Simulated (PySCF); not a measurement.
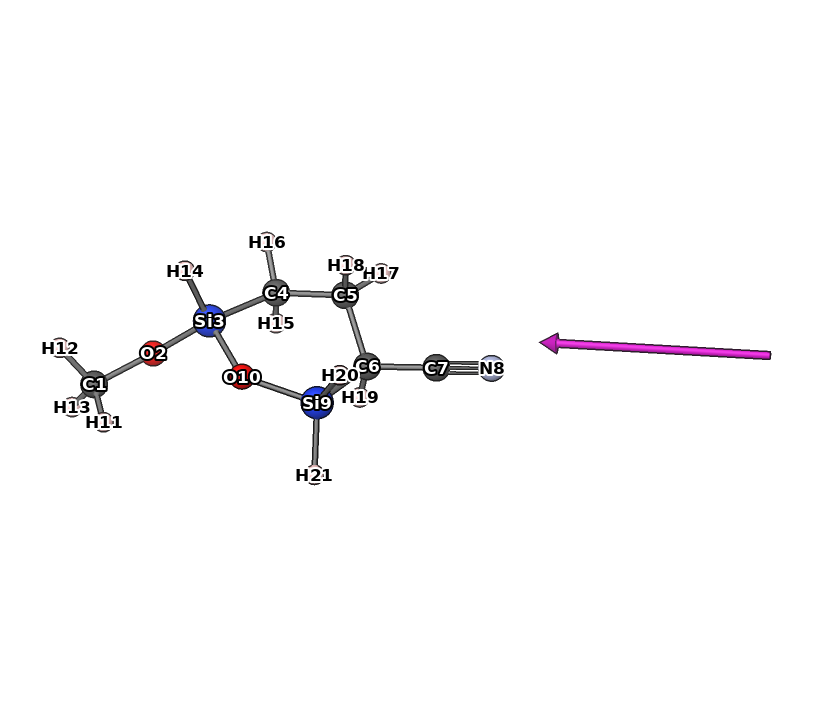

The arrow beside the molecule shows the direction of the dipole moment, from the negative to the positive end (its length means nothing). The geometry was computed by an optimisation with GFN2-xTB. No frequency run is at hand to confirm it as a minimum. Level of theory: PBE0/pcSseg-1, gas phase (PySCF 2.14.0).

Estimate the dipole moment.

4.59 D; it points from the side of N8 to the side of H12, H13 (the outermost atoms at the two ends).

The geometry is semi-empirical. Around Si such bond lengths and angles can be off by a tenth of an ångström or more and by several degrees, and values that hang on the shape move with them.
